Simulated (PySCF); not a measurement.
## Electronic structure of C₈H₁₄OSi (SMILES [SiH3]O/C1=C/CC/C=C\CC1) in real space

```tsv
atom	x (Å)	y (Å)	z (Å)
Si	3.6381	0.0378	-0.4163
O	2.2248	0.7785	-0.1278
C	1.0017	0.3722	0.2974
C	0.7343	-0.8893	0.6158
C	-0.6062	-1.4007	1.0481
C	-1.6101	-1.4834	-0.1283
C	-2.5985	-0.3561	-0.1034
C	-2.3320	0.9050	-0.4076
C	-0.9956	1.4326	-0.8390
C	0.0089	1.5029	0.3339
H	4.1814	-0.5646	0.8034
H	3.4961	-1.0057	-1.4355
H	4.4055	1.1818	-0.8833
H	1.5268	-1.6183	0.5212
H	-0.4738	-2.3937	1.4786
H	-1.0262	-0.7564	1.8249
H	-1.0506	-1.4686	-1.0669
H	-2.1504	-2.4297	-0.0780
H	-3.5983	-0.6158	0.2191
H	-3.1208	1.6412	-0.3259
H	-0.5770	0.7962	-1.6226
H	-1.1280	2.4308	-1.2577
H	0.5753	2.4336	0.2778
H	-0.5370	1.4896	1.2796
```

Geometry: GFN2-xTB.

Computed with PySCF 2.14.0, PBE0/pcSseg-1, SCF density, gas phase, non-relativistic.

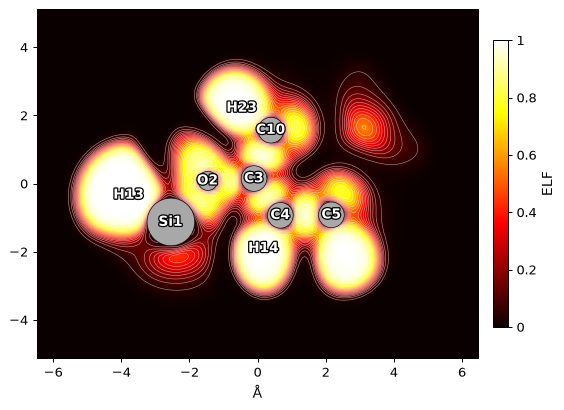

Figure 1. ELF on the plane of atoms Si1, O2 and C3. Grey discs cover the atomic cores.

Question: Interpret the plot.

Answer:
- Atoms in the plane: Si, O, C and H.
- C–C (1.33 Å): the ELF peaks at about 0.95 between the atoms: a multiple bond.
- C–O (1.36 Å): the ELF peaks at about 0.90 between the atoms: a polar covalent bond.
- Si–O (1.62 Å): the ELF peaks at about 0.85 between the atoms: a short, strongly polar bond.
- C–H (1.08 Å): the ELF climbs to about 1 towards the hydrogen, as it does in any bond to H; an ordinary covalent bond to hydrogen.
- C–C (1.50 Å): the ELF peaks at about 0.95 between the atoms; a covalent bond.
- The ELF also peaks beside O2, away from the bonds: lone-pair regions.

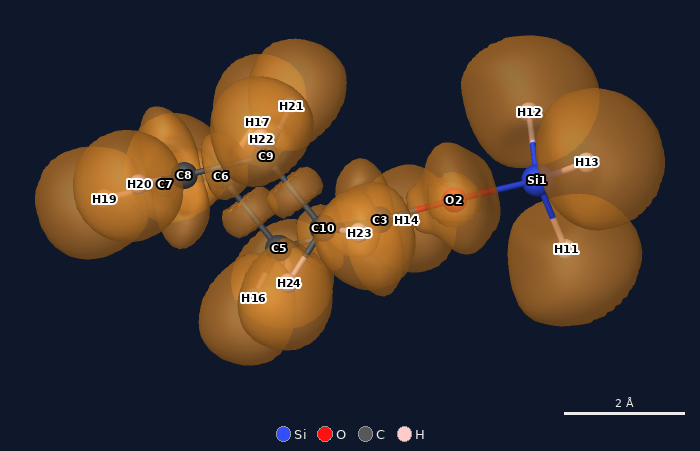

Figure 2. Isosurface of the electron localisation function at 0.75 (orange), seen from one side. Only the valence region is drawn (cores and ρ < 0.01 e/Å³ removed).

Question: Identify the bonds, lone pairs and shells in this picture.

Answer: The surface consists of eight regions between bonded C–C atoms (shared pairs), 14 regions around hydrogen nuclei and one region on O in which the atom's valence shell and bonds are merged. Along the contacts the grid gives the following. C–C (1.32 Å): the ELF peaks at about 0.95 between the atoms: a multiple bond.

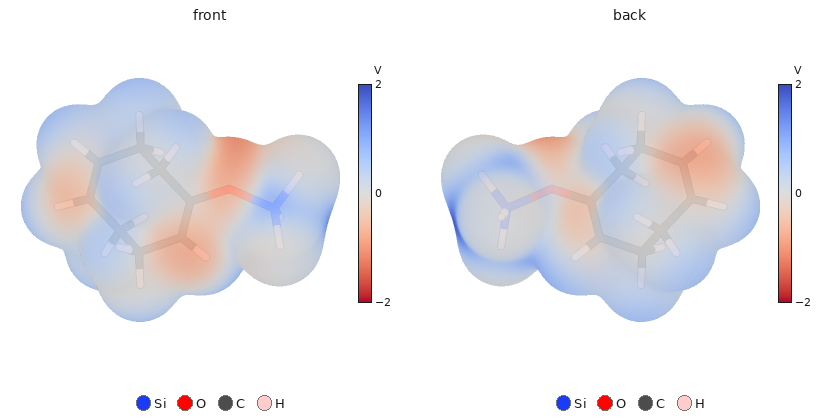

Figure 3. The molecular electrostatic potential painted on the density surface at 0.002 e/bohr³, seen from the front and from behind; red is negative and blue positive.

Question: Which sites attract a positive test charge, and which a negative one?

Answer: A positive charge is drawn to the negative regions and a negative charge to the positive ones. The most negative region (about −1.0 V) lies over O2, the most positive (about +1.5 V) over Si1.

Question: What dipole moment does the calculation give?

Answer: Its dipole moment is 0.42 D.
